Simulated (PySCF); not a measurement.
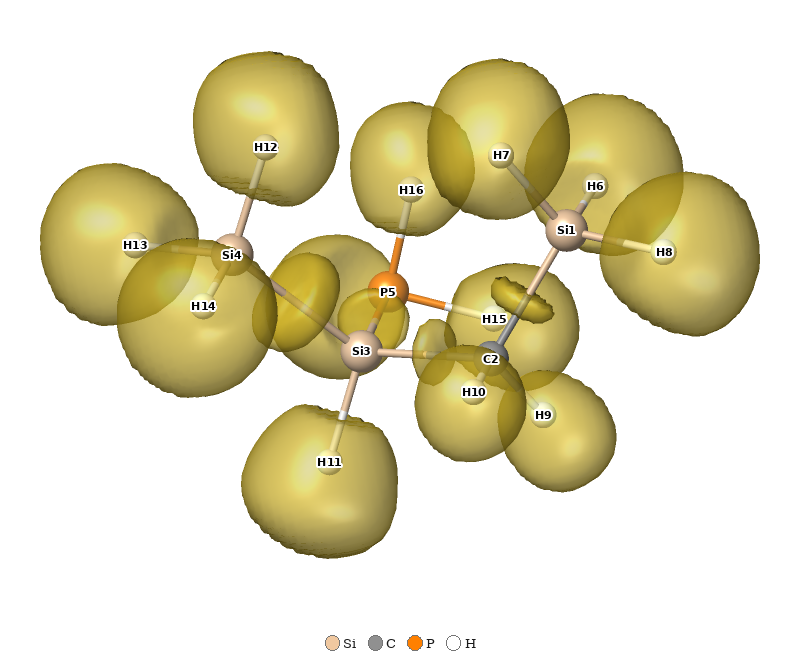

The picture shows: CH₁₁PSi₃. Isosurface of the ELF at 0.9 (yellow), seen from one side. Only the valence region is drawn (cores and ρ < 0.01 e/Å³ removed).

Geometry: GFN2-xTB.

Theory: PySCF 2.14.0, B3LYP/def2-SVPD, SCF density, gas phase.

```xyz
16

Si   -2.0698   -0.6336   -0.1577
C    -0.7875   -0.2010    1.1796
Si    0.8806    0.5408    0.5863
Si    2.1429   -0.9726   -0.6458
P     0.5814    2.4763   -0.5314
H    -2.4227    0.5695   -0.9159
H    -1.5106   -1.6428   -1.0599
H    -3.2785   -1.1564    0.4848
H    -1.2472    0.5012    1.8776
H    -0.5698   -1.0998    1.7578
H     1.5818    0.9981    1.8076
H     1.4292   -1.5129   -1.8070
H     3.3862   -0.3885   -1.1511
H     2.5216   -2.1180    0.1854
H    -0.6521    2.7576    0.0218
H     0.0073    1.8913   -1.6436
```

### What do the ELF domains correspond to?

The surface consists of two regions between bonded C–Si atoms (shared pairs), one region between bonded P–Si atoms (shared pairs), one region between bonded Si–Si atoms (shared pairs), eleven regions around hydrogen nuclei and one lobe on P, pointing away from the bonds (lone pairs). Along the contacts the grid gives the following. C–Si (1.90 Å): the ELF peaks at about 0.95 between the atoms (a covalent bond). Si–P (2.26 Å): the ELF peaks at about 0.95 between the atoms (a covalent bond).
